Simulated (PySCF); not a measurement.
## Electronic structure of C6H16Si2 in real space

```xyz
24

C    -2.4048   -1.1009    0.8949
C    -1.3209   -0.0952    0.5062
C    -1.6665    0.5636   -0.8298
Si   -0.3209    1.7959   -1.3498
C     1.2943    0.8584   -1.0080
C     1.2378    0.1640    0.3570
Si    2.8756   -0.7530    0.7062
C     0.0446   -0.7889    0.4549
H    -3.3788   -0.6170    0.9343
H    -2.4529   -1.9064    0.1640
H    -2.1991   -1.5363    1.8709
H    -1.2821    0.6817    1.2797
H    -1.7755   -0.2168   -1.5863
H    -2.6385    1.0530   -0.7493
H    -0.3870    3.0020   -0.5120
H    -0.4498    2.1651   -2.7638
H     2.1516    1.5325   -1.0401
H     1.4647    0.1085   -1.7837
H     1.1064    0.9381    1.1234
H     2.8301   -1.3518    2.0422
H     3.0620   -1.8069   -0.2941
H     3.9850    0.1991    0.6258
H     0.0624   -1.4758   -0.3959
H     0.1505   -1.3930    1.3608
```

Geometry: GFN2-xTB.

Level of theory: PySCF 2.14.0, B97-2/pcSseg-1, SCF density, in a water solvent model, non-relativistic.

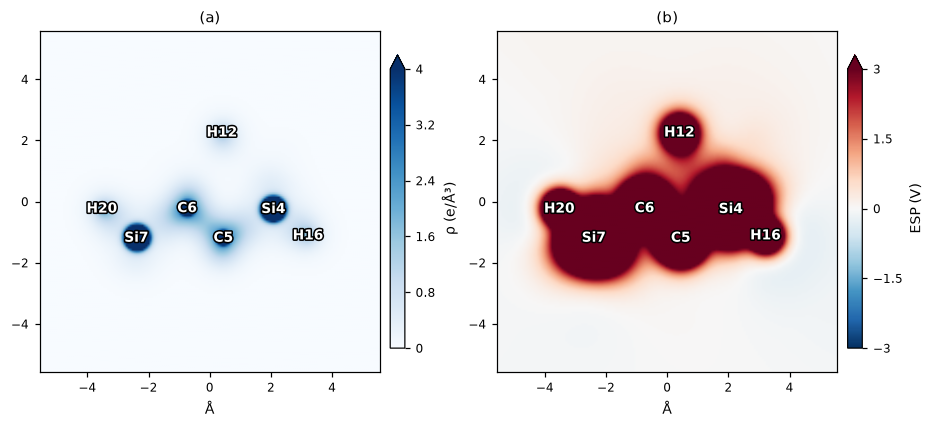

Figure 1. (a) total electron density; (b) molecular electrostatic potential on the plane of atoms C6, Si7 and H20.

Read the bonding off the picture.

Answer. Atoms in the plane: Si, C and H.
C–C (1.53 Å): ρ is about 1.6 e/Å³ halfway.
C–Si (1.90 Å): the density is about 0.93 e/Å³ at the midpoint.
Si–H (1.47 Å): the density is about 0.79 e/Å³ at the midpoint.
The potential has no marked negative region in this plane.

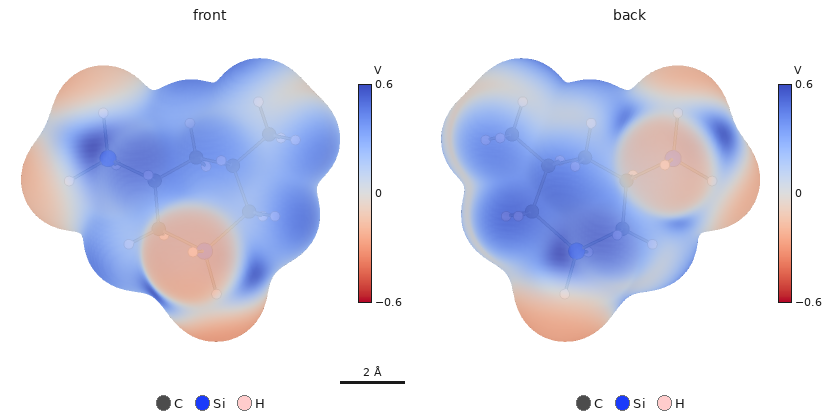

Figure 2. The molecular electrostatic potential painted on the density surface at 0.001 e/bohr³, seen from the front and from behind; red is negative and blue positive.

Where is the surface potential most negative and most positive?

Answer. The most negative region (about −0.2 V) lies over H15 and H16, the most positive (about +0.5 V) over Si4, Si7, H13 and H18.

How polar is the molecule by this calculation?

Answer. Its dipole moment is 0.75 D.
